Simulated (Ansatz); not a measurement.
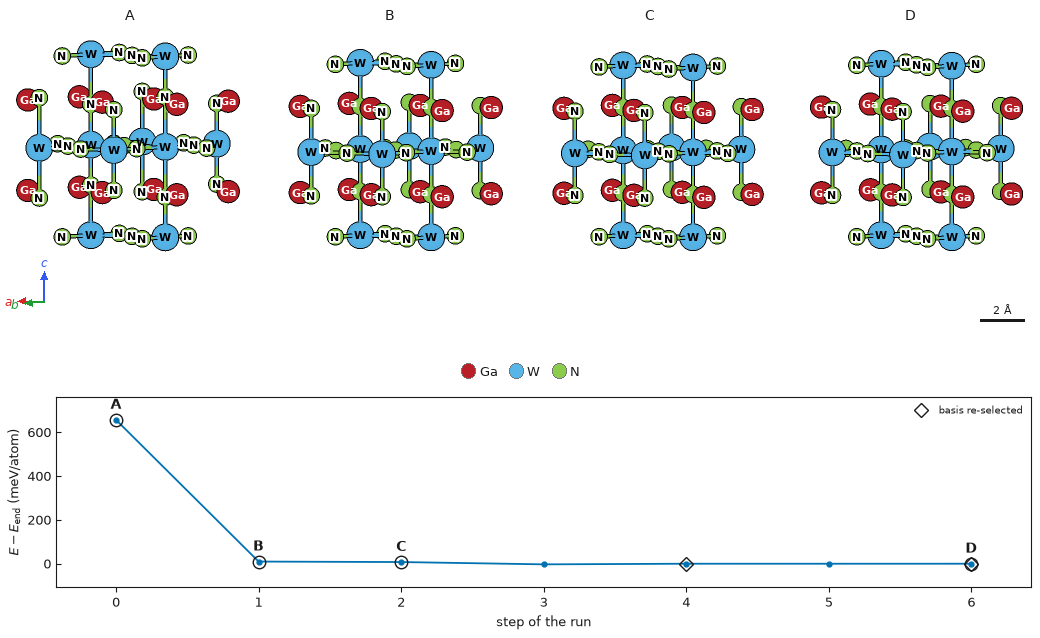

Frames of a relaxation of solid GaWN3 (built on the CsInF3-225 type type), marked on the history of the run. Style: ball-and-stick. Shown: the atoms within 5.8 Å of the atom that moves most (axes of the conventional cell (4 times the calculation's cell)), from a free direction. Lengths and directions refer to the drawn axes.

Level of theory: DFT, PBEsol, plane waves, PAW (Ansatz 0.2.0). Settings: plane-wave cutoff 420 eV; k-point mesh 4 × 4 × 4; occupations fermi dirac; smearing width 0.03 eV; no spin polarisation; cell and atoms relaxed; force threshold 0.01 eV/Å; at most 120 steps.

> Describe the path.

The largest moves relative to the cell, 0.21 Å, are those of N atoms. W and Ga stay in place. The volume changes by −14.9 %, with a = b = c 8.340 → 7.905 Å (−5.2 %). Some distances before and after: N–W 2.311 → 1.976 Å, N–W 1.860 → 1.976 Å. The space group (tolerance 0.01 Å) goes from Fm-3m (No. 225) to Pm-3m (No. 221). The energy falls by 657 meV per atom in 4 accepted moves (6 points after the start). Largest force component: 7.5 eV/Å at the start, under 0.0001 eV/Å at the end. The pressure goes from −7.07 to 0.00 GPa. At 2 points the geometry stayed and the basis and grid were re-selected for the new cell (energy shift of 2.9 meV per atom at most each time). From step 0 to 1: N atoms move most (0.19 Å), volume −13.5 %, energy −647 meV per atom. From step 1 to 2: N atoms move most (0.04 Å), volume −4.5 %, energy −2.2 meV per atom. From step 2 to 6: volume +3.0 %, energy −7.6 meV per atom.

```
step  E − E(0), meV/atom  largest force component, eV/Å  pressure, GPa  volume, Å³/atom                      note
   0                0.00                         7.4668          -7.07           14.504                          
   1             -646.91                         1.3060          -2.60           12.545                          
   2             -649.07                         0.7492           7.50           11.985                          
   3             -659.60                         0.0003           0.01           12.371                          
   4             -656.74                         0.0004          -0.37           12.371  same geometry, new basis
   5             -656.83                         0.0000           0.00           12.350                          
   6             -656.69                         0.0000           0.00           12.350  same geometry, new basis
```
